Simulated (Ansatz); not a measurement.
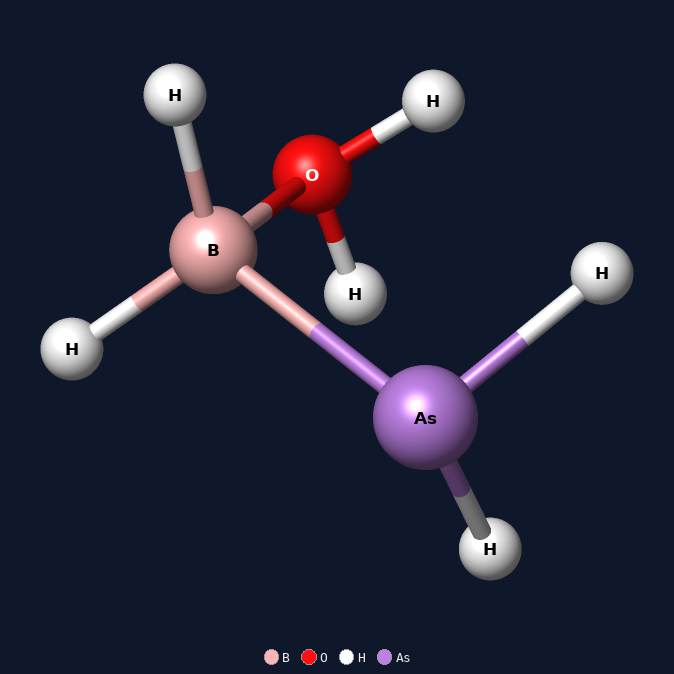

Harmonic vibrations computed with RKS PBE0-D4/def2-TZVP (Ansatz 0.2.0) at a stationary point of the same level.

Q: How many imaginary frequencies does it have?

A: A minimum: no imaginary frequency, and the lowest mode lies at 119 cm⁻¹.

Q: How many vibrational modes are there, and where do they lie?

A: 21 modes: 119, 211, 224, 467, 498, 553, 622, 688, 759, 866, 988, 1054, 1085, 1154, 1644, 2150, 2158, 2536, 2608, 3759, 3841 cm⁻¹.
